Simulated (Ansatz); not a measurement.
C3H9BSi: geometry relaxation (part 1 of 2)

C3H9BSi, computed with RKS PBE/cc-pVDZ (Ansatz 0.2.0).

It belongs to a series of runs on one base structure; here: end point A relaxed. Figures and captions count atoms from 1; the log counts them from 0 in places.

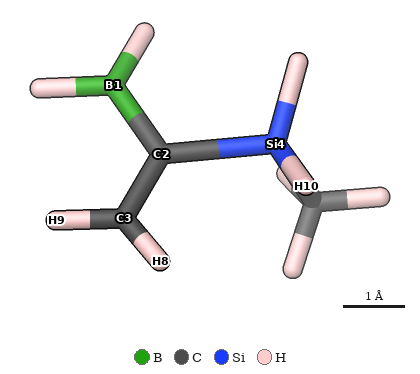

The input geometry (stick view, seen at a tilt; atoms are numbered from 1 in the order of the input). Bond lengths as drawn: B–C 1.55 Å, B–H 1.18 to 1.21 Å, C–C 1.35 Å, C–H 1.05 to 1.15 Å, C–Si 1.89 to 1.90 Å and H–Si 1.39 to 1.49 Å.

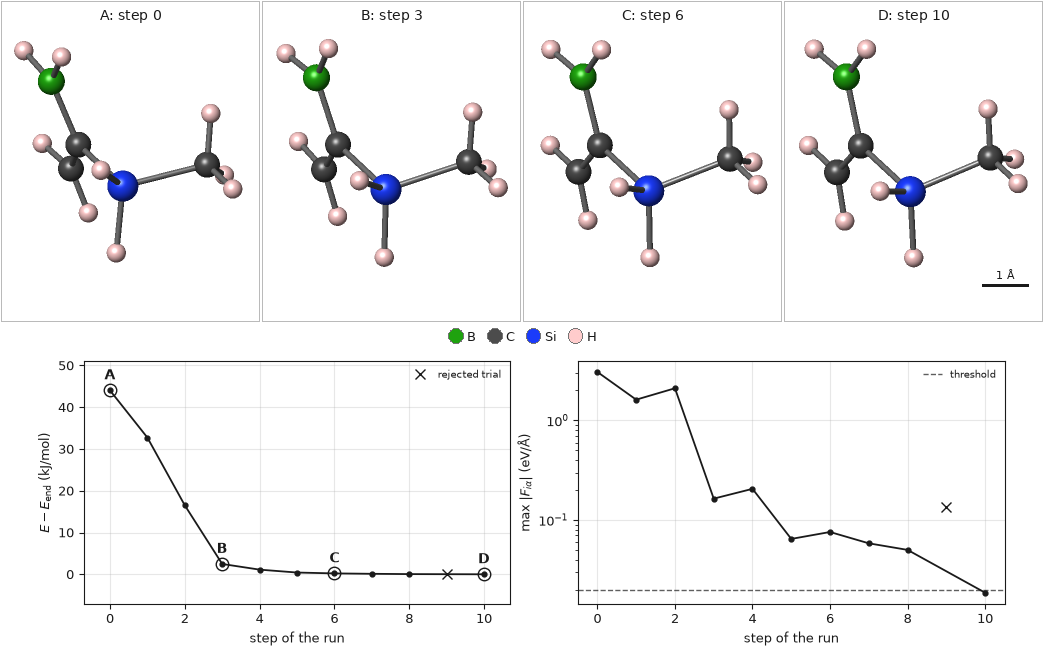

Frames of the relaxation (ball-and-stick view, seen at a tilt) above the curves, on which the letters mark them (the first geometry is step 0 here and step 1 in the log).

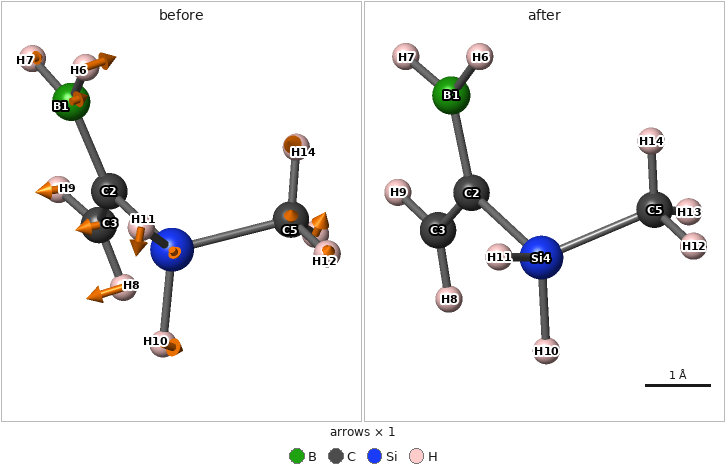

Before (left) and after (right) the relaxation, at one scale (ball-and-stick view, seen at a tilt). The orange arrows give the displacements, at true length. Over 10 geometry steps the energy falls by 44.0 kJ/mol. The largest force component goes from 3.1 to 0.019 eV/Å. The line search rejected the trial step at point 9 (counted from 0) and went back. H8 moves most after the best rigid fit: 0.61 Å. By element the largest moves are H 0.61 Å, C 0.39 Å, B 0.34 Å, Si 0.23 Å. Distances before and after: Si4–H11 1.388 → 1.514 Å, C3–H8 1.051 → 1.106 Å, C5–H13 1.149 → 1.109 Å, B1–H6 1.180 → 1.218 Å. Among the angles that change: H8–C3–H9 122.2° → 116.1°, B1–C2–Si4 115.9° → 121.4°, C2–C3–H8 118.1° → 123.1°. (Atoms are counted from 1 in the order of the input.)

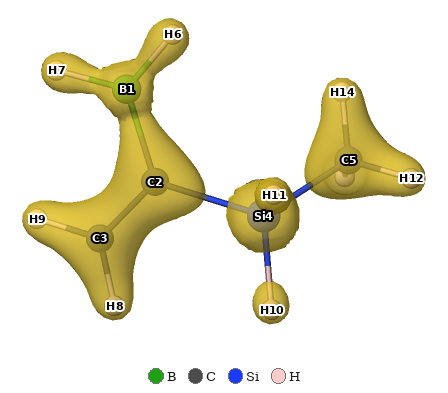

Isosurface of the electron density at 1 e/Å³ (yellow), seen face on. At this value the surface falls into five separate pieces. It is pinched off along the C–Si (1.90 Å) contacts. On the grid the lowest density along these lines, outside the cores, is 2.1 e/Å³ (C–C, 1.37 Å), 1.2 e/Å³ (C–B, 1.55 Å), 0.72 e/Å³ (C–Si, 1.90 Å) and 1.8 e/Å³ (C–H, 1.11 Å).

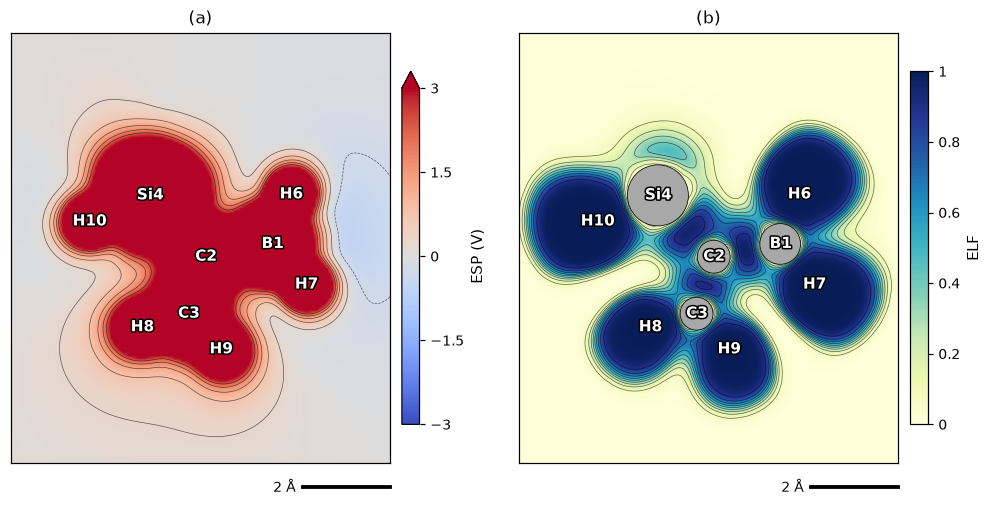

(a) electrostatic potential; (b) electron localisation function on the plane of atoms B1, C2 and Si4. Grey discs, where drawn, cover atomic cores. The plane passes through B, C, Si and H nuclei. C–B (1.55 Å): the ELF peaks at about 1 between the atoms, which marks a covalent bond. C–H (1.11 Å): the ELF climbs to about 1 towards the hydrogen, as it does in any bond to H; a covalent bond by its length. B–H (1.22 Å): the ELF climbs to about 1 towards the hydrogen (a covalent bond by its length).

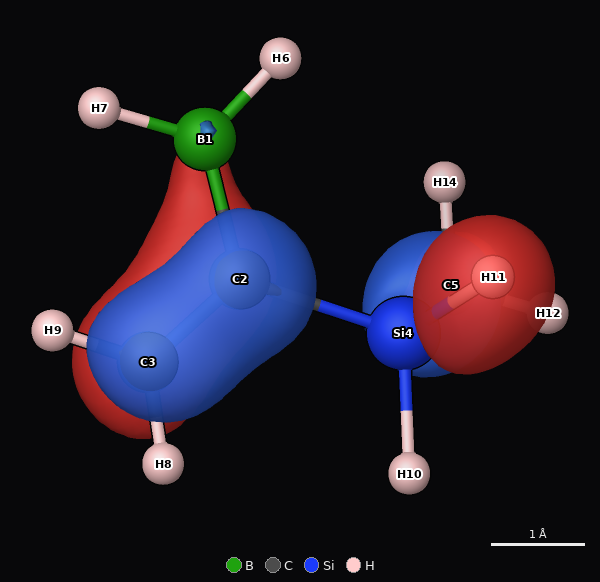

One frontier orbital at ±0.15 Å⁻³ᐟ² (red and blue are the two phases), seen at a tilt. The HOMO−1, at −7.06 eV. Its weight (Hirshfeld) is mainly on C3 (25 %), C2 (25 %), Si4 (15 %), C5 (10 %) and H11 (10 %).

The input that produced these results follows, with the program's output.

Input file
```yaml
crystal:
  periodic: [false, false, false]
  atoms:
    - { symbol: B, position_ang: [0.3447, 1.4518, 1.4384] }
    - { symbol: C, position_ang: [-0.1452, 0.0697, 0.9354] }
    - { symbol: C, position_ang: [-1.2334, -0.5406, 1.4596] }
    - { symbol: Si, position_ang: [0.8561, -0.7011, -0.4644] }
    - { symbol: C, position_ang: [0.0193, -0.1901, -2.0966] }
    - { symbol: H, position_ang: [1.215, 2.0599, 0.9228] }
    - { symbol: H, position_ang: [-0.262, 2.0396, 2.3036] }
    - { symbol: H, position_ang: [-1.4797, -1.5, 1.1093] }
    - { symbol: H, position_ang: [-1.7645, -0.0673, 2.321] }
    - { symbol: H, position_ang: [0.7145, -2.1745, -0.319] }
    - { symbol: H, position_ang: [2.1797, -0.2882, -0.4035] }
    - { symbol: H, position_ang: [0.5885, -0.644, -2.9021] }
    - { symbol: H, position_ang: [-1.0931, -0.4773, -2.1234] }
    - { symbol: H, position_ang: [0.047, 0.933, -2.1522] }
basis:
  gaussian: { orbitals: cc-pVDZ }
hamiltonian:
  xc: pbe
relax:
  f_tol: 0.02
  max_steps: 50
output:
  orbitals: {}
```

Launch command:
```bash
ansatz run input.yaml --threads 2 --pin off --max-ram 3072MiB --backend cpu --events-out ev --progress --plain --runs-dir out
```

Log
```
The last accepted step is kept in [file] (removed where the run ends without a failure and the disk answers)
Engine: ansatz 0.2.0, aarch64-unknown-linux-gnu
Functional definition: PBE
  parameter kappa = 0.804
  parameter beta = 0.06672455060314922
  exchange = pbe_x(kappa = kappa, mu = beta*pi^2/3)
  correlation = pbe_c(beta = beta)
1454 factors; their error is unknown
mean field evaluation 1: about -11788.3914 eV, gradient 6.6e1 eV
mean field evaluation 2: about -11771.0877 eV, gradient 9.8e1 eV
mean field evaluation 4: about -11799.9779 eV, gradient 6.4e0 eV
mean field evaluation 8: about -11800.1033 eV, gradient 3.5e-1 eV
mean field evaluation 16: about -11800.0595 eV, gradient 1.4e-4 eV
mean field -11800.05947172 eV, -433.6441872183 hartree, gradient 6.1e-5 eV, S^2 0.000000; 0 other end points of the search recorded, 0 dependent functions left out
the calculation of the forces begins
reference -11800.05951295 eV, -433.6441887334 hartree; 23, 23 occupied and 96, 96 virtual orbitals, 1454 factors
relax step   1: F+E_penalty+E_count = -11800.05947172 eV  Δ(F+E_penalty+E_count) = +0.000e0 eV  max|allowed force component| = 3.067e0 eV/Å  Δτ_max = 0.0000 Å  (28 SCF iters, accepted)
these checks for a lower state are left out or cut short: starts, cluster_reference, orbital_swaps, neighbouring_geometries, increment
1454 factors; their error is unknown
mean field -11800.17656389 eV, -433.6484902759 hartree, gradient 1.2e-5 eV, S^2 0.000000; 0 other end points of the search recorded, 0 dependent functions left out
the calculation of the forces begins
reference -11800.17660558 eV, -433.6484918081 hartree; 23, 23 occupied and 96, 96 virtual orbitals, 1454 factors
relax step   2: F+E_penalty+E_count = -11800.17656389 eV  Δ(F+E_penalty+E_count) = -1.171e-1 eV  max|allowed force component| = 1.617e0 eV/Å  Δτ_max = 0.1999 Å  (29 SCF iters, accepted)
these checks for a lower state are left out or cut short: starts, cluster_reference, orbital_swaps, neighbouring_geometries, increment
1454 factors; their error is unknown
mean field evaluation 32: about -11800.3447 eV, gradient 9.9e-6 eV
mean field -11800.34471244 eV, -433.6546696212 hartree, gradient 9.9e-6 eV, S^2 0.000000; 0 other end points of the search recorded, 0 dependent functions left out
the calculation of the forces begins
reference -11800.34475388 eV, -433.6546711440 hartree; 23, 23 occupied and 96, 96 virtual orbitals, 1454 factors
relax step   3: F+E_penalty+E_count = -11800.34471244 eV  Δ(F+E_penalty+E_count) = -1.681e-1 eV  max|allowed force component| = 2.105e0 eV/Å  Δτ_max = 0.2000 Å  (30 SCF iters, accepted)
these checks for a lower state are left out or cut short: starts, cluster_reference, orbital_swaps, neighbouring_geometries, increment
1454 factors; their error is unknown
mean field -11800.49025183 eV, -433.6600180950 hartree, gradient 2.2e-5 eV, S^2 0.000000; 0 other end points of the search recorded, 0 dependent functions left out
the calculation of the forces begins
reference -11800.49029312 eV, -433.6600196125 hartree; 23, 23 occupied and 96, 96 virtual orbitals, 1454 factors
relax step   4: F+E_penalty+E_count = -11800.49025183 eV  Δ(F+E_penalty+E_count) = -1.455e-1 eV  max|allowed force component| = 1.641e-1 eV/Å  Δτ_max = 0.1158 Å  (30 SCF iters, accepted)
these checks for a lower state are left out or cut short: starts, cluster_reference, orbital_swaps, neighbouring_geometries, increment
1454 factors; their error is unknown
mean field -11800.50431456 eV, -433.6605348908 hartree, gradient 9.0e-6 eV, S^2 0.000000; 0 other end points of the search recorded, 0 dependent functions left out
the calculation of the forces begins
reference -11800.50435582 eV, -433.6605364072 hartree; 23, 23 occupied and 96, 96 virtual orbitals, 1454 factors
relax step   5: F+E_penalty+E_count = -11800.50431456 eV  Δ(F+E_penalty+E_count) = -1.406e-2 eV  max|allowed force component| = 2.058e-1 eV/Å  Δτ_max = 0.1523 Å  (30 SCF iters, accepted)
these checks for a lower state are left out or cut short: starts, cluster_reference, orbital_swaps, neighbouring_geometries, increment
1454 factors; their error is unknown
mean field -11800.51151474 eV, -433.6607994926 hartree, gradient 1.6e-5 eV, S^2 0.000000; 0 other end points of the search recorded, 0 dependent functions left out
the calculation of the forces begins
reference -11800.51155604 eV, -433.6608010106 hartree; 23, 23 occupied and 96, 96 virtual orbitals, 1454 factors
relax step   6: F+E_penalty+E_count = -11800.51151474 eV  Δ(F+E_penalty+E_count) = -7.200e-3 eV  max|allowed force component| = 6.465e-2 eV/Å  Δτ_max = 0.0894 Å  (30 SCF iters, accepted)
these checks for a lower state are left out or cut short: starts, cluster_reference, orbital_swaps, neighbouring_geometries, increment
1454 factors; their error is unknown
mean field -11800.51365633 eV, -433.6608781947 hartree, gradient 1.6e-5 eV, S^2 0.000000; 0 other end points of the search recorded, 0 dependent functions left out
the calculation of the forces begins
reference -11800.51369762 eV, -433.6608797121 hartree; 23, 23 occupied and 96, 96 virtual orbitals, 1454 factors
relax step   7: F+E_penalty+E_count = -11800.51365633 eV  Δ(F+E_penalty+E_count) = -2.142e-3 eV  max|allowed force component| = 7.588e-2 eV/Å  Δτ_max = 0.0745 Å  (30 SCF iters, accepted)
these checks for a lower state are left out or cut short: starts, cluster_reference, orbital_swaps, neighbouring_geometries, increment
1454 factors; their error is unknown
mean field evaluation 64: about -11800.5147 eV, gradient 5.4e-5 eV
mean field -11800.51466870 eV, -433.6609153986 hartree, gradient 1.6e-5 eV, S^2 0.000000; 0 other end points of the search recorded, 0 dependent functions left out
the calculation of the forces begins
reference -11800.51470999 eV, -433.6609169159 hartree; 23, 23 occupied and 96, 96 virtual orbitals, 1454 factors
relax step   8: F+E_penalty+E_count = -11800.51466870 eV  Δ(F+E_penalty+E_count) = -1.012e-3 eV  max|allowed force component| = 5.840e-2 eV/Å  Δτ_max = 0.0312 Å  (31 SCF iters, accepted)
these checks for a lower state are left out or cut short: starts, cluster_reference, orbital_swaps, neighbouring_geometries, increment
1454 factors; their error is unknown
mean field -11800.51539126 eV, -433.6609419521 hartree, gradient 1.6e-5 eV, S^2 0.000000; 0 other end points of the search recorded, 0 dependent functions left out
the calculation of the forces begins
reference -11800.51543249 eV, -433.6609434675 hartree; 23, 23 occupied and 96, 96 virtual orbitals, 1454 factors
relax step   9: F+E_penalty+E_count = -11800.51539126 eV  Δ(F+E_penalty+E_count) = -7.226e-4 eV  max|allowed force component| = 5.017e-2 eV/Å  Δτ_max = 0.0413 Å  (30 SCF iters, accepted)
these checks for a lower state are left out or cut short: starts, cluster_reference, orbital_swaps, neighbouring_geometries, increment
1454 factors; their error is unknown
mean field -11800.51398145 eV, -433.6608901425 hartree, gradient 1.6e-5 eV, S^2 0.000000; 0 other end points of the search recorded, 0 dependent functions left out
the calculation of the forces begins
reference -11800.51402276 eV, -433.6608916609 hartree; 23, 23 occupied and 96, 96 virtual orbitals, 1454 factors
relax step  10: F+E_penalty+E_count = -11800.51398145 eV  Δ(F+E_penalty+E_count) = +1.410e-3 eV  max|allowed force component| = 1.352e-1 eV/Å  Δτ_max = 0.0717 Å  (30 SCF iters, rejected (line search))
these checks for a lower state are left out or cut short: starts, cluster_reference, orbital_swaps, neighbouring_geometries, increment
1454 factors; their error is unknown
mean field -11800.51587046 eV, -433.6609595624 hartree, gradient 1.6e-5 eV, S^2 0.000000; 0 other end points of the search recorded, 0 dependent functions left out
the calculation of the forces begins
reference -11800.51591173 eV, -433.6609610792 hartree; 23, 23 occupied and 96, 96 virtual orbitals, 1454 factors
```
